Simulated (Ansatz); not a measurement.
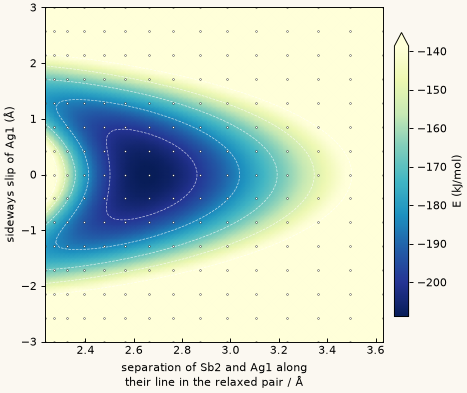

AgH3Sb, charge +1. 
- The first coordinate is: separation of Sb2 and Ag1 along their line in the relaxed pair; the second: sideways slip of Ag1.
- Nothing is relaxed (both partners rigid).
- The scan uses a 15 × 15 grid.
- Points are written as (first, second).
- All energies are given in kJ/mol relative to the ion and the molecule far apart, frozen as in the relaxed pair, each in its own basis (no counterpoise correction).
- All numbers below come from RKS PBE0-D4/def2-SVPD in Ansatz.

In the figure: a smooth colour map with a few white contour lines, dots at the grid points, one colour for all values above the top of the scale. Between grid points the surface is interpolated.

Q: Where is the minimum, and how stiff is the well along each coordinate?

A: The interpolated minimum is at the first coordinate ≈ 2.661 Å, sideways slip of Ag1 ≈ 0.00 Å. The curvatures there are about 5.9 eV/Å² and 0.26 eV/Å², with a cross term of about 0 eV/Å². Round the minimum the two coordinates are nearly uncoupled. (1 eV is 96.5 kJ/mol.)
